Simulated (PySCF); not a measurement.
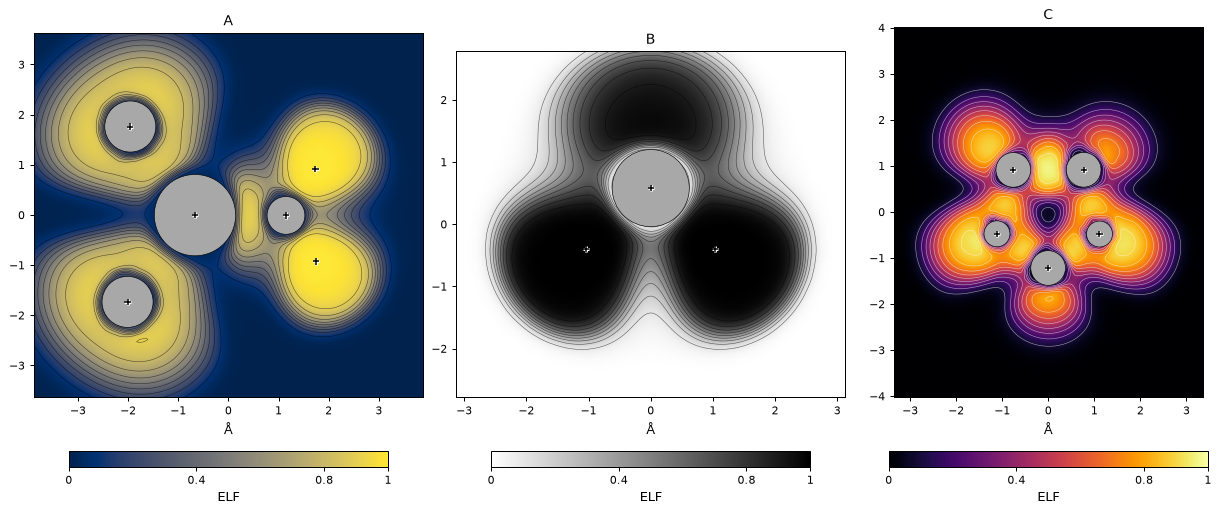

The ELF of 3 systems, each on a plane through atoms (crosses mark nuclei in the plane; grey discs cover the cores).

All numbers below come from DFT single point, gas phase, functional PBE0 (PySCF).

System 1: PH₃ (phosphine (ph3)), the plane of atoms H3, P1 and H4. Geometry: PBE0-D3(BJ)/def2-SVP.

```xyz
4

P    -0.0045    0.0040    0.5736
H    -0.4701    1.0983   -0.2185
H     1.1970   -0.1321   -0.1876
H    -0.7020   -0.9607   -0.2165
```

System 2: CH₂AlCl₂ (SMILES [CH2-][Al]([Cl])[Cl]) (charge −1), the molecular plane. Geometry: PBE0-D3(BJ)/ma-def2-SVP.

```yaml
atoms:
  - { symbol: C, position_ang: [-0.8716, -0.3075, 0.2397] }
  - { symbol: Al, position_ang: [0.6946, 0.1174, -0.5731] }
  - { symbol: Cl, position_ang: [2.3441, -1.2290, -1.0874] }
  - { symbol: Cl, position_ang: [1.3095, 2.1086, -1.2386] }
  - { symbol: H, position_ang: [-1.1304, -1.3250, 0.5596] }
  - { symbol: H, position_ang: [-1.6456, 0.4436, 0.4462] }
```

System 3: C₃H₆O₂ (SMILES C1C[O+]CO1) (charge +1, doublet), the plane of atoms C1, O5 and C4. Geometry: PBE0-D3(BJ)/def2-SVP.

```yaml
atoms:
  - { symbol: C, position_ang: [-0.4030, 1.0354, 0.0708] }
  - { symbol: C, position_ang: [-1.0202, -0.3636, 0.2379] }
  - { symbol: O, position_ang: [0.1006, -1.2501, 0.0860] }
  - { symbol: C, position_ang: [1.1790, -0.5506, -0.2820] }
  - { symbol: O, position_ang: [0.9451, 0.7644, -0.3471] }
  - { symbol: H, position_ang: [-0.3435, 1.6256, 0.9998] }
  - { symbol: H, position_ang: [-0.8733, 1.6537, -0.7083] }
  - { symbol: H, position_ang: [-1.7576, -0.6359, -0.5345] }
  - { symbol: H, position_ang: [-1.4617, -0.5539, 1.2276] }
  - { symbol: H, position_ang: [2.0637, -0.7759, 0.3955] }
  - { symbol: H, position_ang: [1.6038, -0.9386, -1.2627] }
```

Which map belongs to which system?

Answer. Panel A is system 2, CH₂AlCl₂: the plane holds C, Al, Cl and H. C–Al (1.81 Å): the ELF peaks at about 0.90 between the atoms: a shared but strongly polarised pair. Panel B is system 1, PH₃: the plane holds P and H. P–H (1.43 Å): the ELF climbs to about 1 towards the hydrogen, as it does in any bond to H. Panel C is system 3, C₃H₆O₂: the plane holds C and O. C–O (1.34 Å): the ELF peaks at about 0.90 between the atoms; a shared but strongly polarised pair.
